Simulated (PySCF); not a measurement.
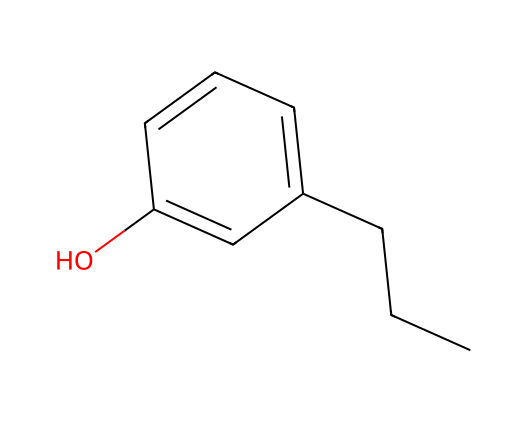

Simulated data, not a measurement (program: PySCF).

Q: Transcribe the drawing into SMILES.

A: CCCc1cccc(O)c1

Q: Give the formula, hydrogens included.

A: C9H12O.

Q: An optimisation with PBE0-D3(BJ)/def2-SVP gave a structure of which point group?

A: C1. Other conformers may differ.
